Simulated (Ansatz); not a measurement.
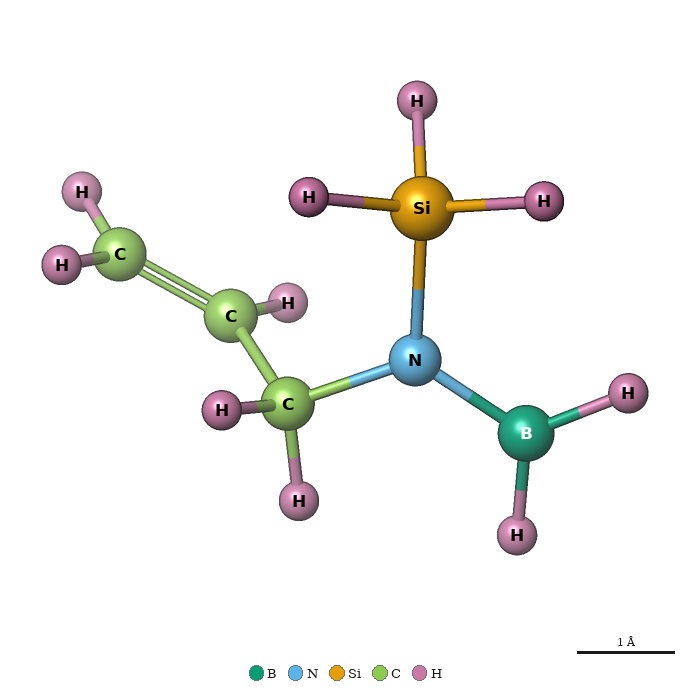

Atoms fade into the background with distance from the viewer. The geometry was computed by an optimisation with PBE0-D4/def2-TZVP. Masses are those of the most abundant isotopes; constants are for the rigid equilibrium geometry.

Classify the rotor and give the rotational constants (MHz).

An asymmetric top (C1): A = 4186, B = 2027, C = 1495 MHz. Ray's parameter κ is −0.60, nearer the prolate limit.
